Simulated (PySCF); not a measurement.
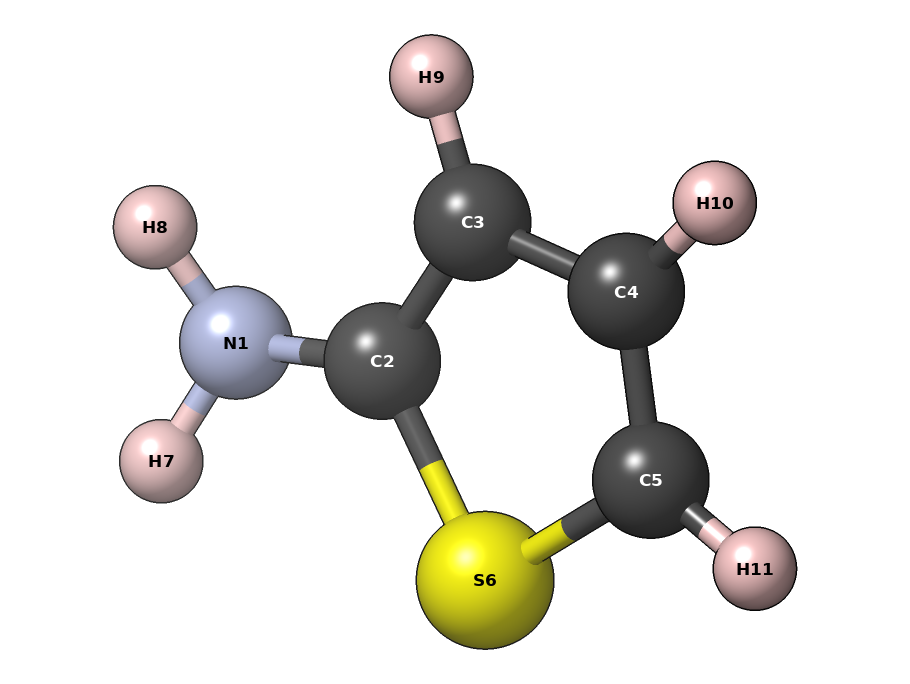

Computed geometry: GFN2-xTB optimisation. No frequency run is at hand to confirm it as a minimum. Electric field gradients from the ground-state density, PBE0/pcSseg-1 (PySCF 2.14.0), non-relativistic apart from any core potentials.

Give the largest field-gradient component, the quadrupole coupling constant and the asymmetry for 14N at N1 (Q = 20.44 mb), 33S at S6 (Q = −67.81 mb), 2H at H7 (Q = 2.86 mb), 2H at H8 (Q = 2.86 mb).

| atom | V_zz (a.u.) | e²qQ/h (MHz) | η |
| --- | --- | --- | --- |
| N1 | −1.150 | −5.52 | 0.14 |
| S6 | 1.981 | −31.6 | 0.80 |
| H7 | 0.410 | 0.275 | 0.20 |
| H8 | 0.410 | 0.276 | 0.19 |
